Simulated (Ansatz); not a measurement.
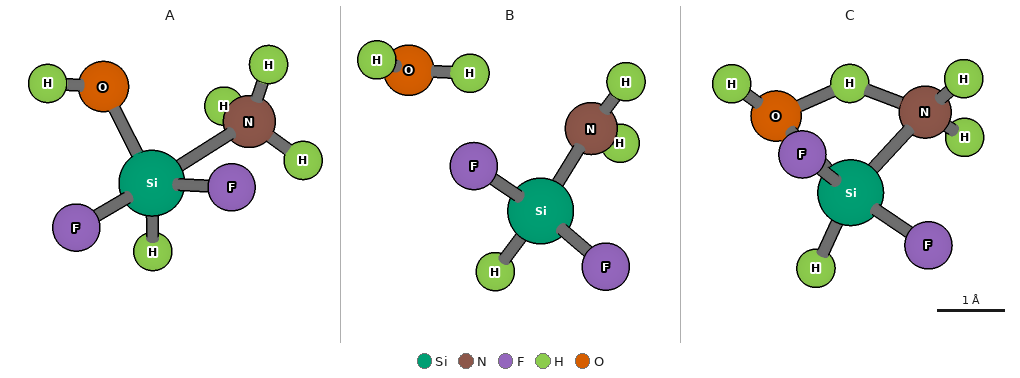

Three geometries of SiNH5OF2: a saddle point and the two minima that it joins, in shuffled order. A ball-and-stick model, seen at a tilt. Sticks join atoms that are closer than about 1.2 times the sum of their covalent radii (a little more with hydrogen).

Stationary points at PBE0-D4/def2-TZVP, single-point energies with CCSD(T)/CBS, SPW92 (LDA), CAM-B3LYP-D4 (def2-TZVPP where no basis is named; Ansatz 0.2.0). The energies are electronic, without zero-point or thermal terms, and both ends are the minima reached downhill from the saddle, with any fragments still in contact. CCSD(T)/CBS stands for a frozen-core estimate: MP2 correlation extrapolated from def2-TZVPP and def2-QZVPP, CCSD(T) minus MP2 from the smaller set.

Identify the saddle point and describe the reaction.

Answer. Frame C is the saddle point. Counted by bonded pieces, B holds H₂O + SiH₃NF₂ and A holds SiH₅NOF₂. From B over the saddle to A, bonds form: O–Si (3.43 → 1.94 → 1.65 Å), H–N (2.13 → 1.27 → 1.01 Å). A bond breaks: H–O (0.97 → 1.22 → 2.64 Å). Bonds that stay but change much: N–Si (1.70 → 1.85 → 2.13 Å). The saddle has one imaginary mode, 1143i cm⁻¹. With CCSD(T)/CBS the barrier is 20.9 kcal/mol from B and 35.4 kcal/mol from A, and A lies 14.5 kcal/mol below B.

```
       level  barrier from B (kcal/mol)  barrier from A (kcal/mol)  A less B (kcal/mol)
 CCSD(T)/CBS                       20.9                       35.4                −14.5
 SPW92 (LDA)                        5.7                       24.4                −18.7
CAM-B3LYP-D4                       19.6                       33.8                −14.2
```

Against CCSD(T)/CBS, CAM-B3LYP-D4 comes closest on the barrier from B (−1.3 kcal/mol) and SPW92 (LDA) misses most (−15.2 kcal/mol).
